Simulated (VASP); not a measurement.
Band structure of Al₂Os (space group I4/mmm). Method: PBEsol GGA, VASP's PBE PAW potentials (set 64) (plane waves; VASP 6.6.1).

Unless said otherwise, spin-orbit coupling is left out, though it shifts the bands of the heavy elements here.

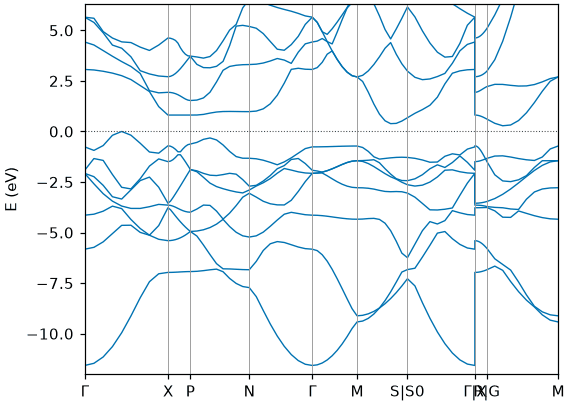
Bands along high-symmetry lines, zero at the valence-band maximum or, without a gap, the Fermi level

**Question.** Read the plot: is there a gap, and where are the band edges?

**Answer.** The gap is indirect, 0.28 eV, from the valence maximum at Γ-X at 0.44 to the conduction minimum at G-M at 0.22. (Edges off the drawn lines would not show.)

The structure comes from a computed database's Al2Os entry (I4/mmm); how it stands against other phases isn't given here. It was relaxed first.
